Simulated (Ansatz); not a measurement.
```xyz
6

B     0.0735   -0.0424    0.1520
H     0.0524   -0.6842    1.1911
F     1.1843    0.6083   -0.1893
N    -1.0373    0.0218   -0.6802
H    -1.9123   -0.4577   -0.4652
H    -1.0386    0.5541   -1.5546
```

These are results of RKS LDA/def2-SVP (Ansatz 0.2.0), not measurements.

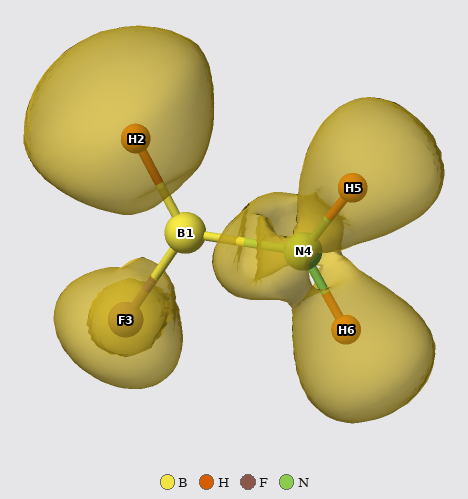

BFH3N. Isosurface of the ELF at 0.8 (yellow), seen at a tilt. Only the valence region is drawn (cores and ρ < 0.01 e/Å³ removed).

Where are the electrons localised?

The ELF exceeds this value in one region around a hydrogen nucleus, one region on F in which the atom's valence shell and bonds are merged and one joined region spread over several atoms (H, N), in which their bonds and any lone pairs are merged.

Values along the shortest contacts:
B–F (1.33 Å): the ELF peaks at about 0.85 between the atoms: a shared but strongly polarised pair. B–N (1.39 Å): the ELF peaks at about 0.95 between the atoms: a polar covalent bond.
